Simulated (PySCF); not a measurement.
Cd(OH)(NH2), H₃CdNO, SMILES [NH2][Cd][OH], singlet, B3LYP/def2-SVP optimised geometry. Atoms within 1.6 Å of the plane z = 0.0 Å (x, y, z in Å): Cd1 (-0.06, 0.02, 0.00), O2 (-2.03, 0.03, -0.08), H3 (-2.35, 0.07, -0.99), N4 (1.96, 0.02, 0.00), H5 (2.35, -0.82, 0.44), H6 (2.35, 0.82, 0.52).

Computed with B3LYP/def2-TZVP, def2 effective core potentials past Kr (PySCF 2.14.0). The core electrons that the potentials of Cd replace are not part of the density. Cells within 0.4 Å of a nucleus heavier than hydrogen are left out (blank, or x).

Map of the HOMO−1 amplitude (bohr^(-3/2)), clipped to [-0.25, 0.25] on the plane z = 0.0 Å; orbital energy -7.60 eV, overall sign arbitrary:

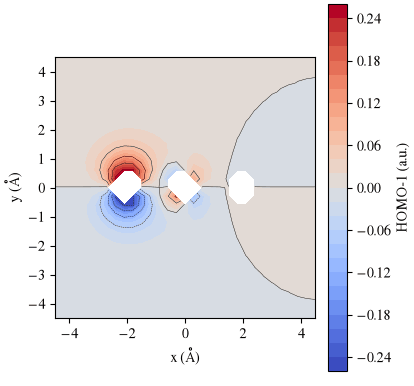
Fig. 1. HOMO−1 amplitude (bohr^(-3/2)), clipped to [-0.25, 0.25] on the plane z = 0.0 Å.
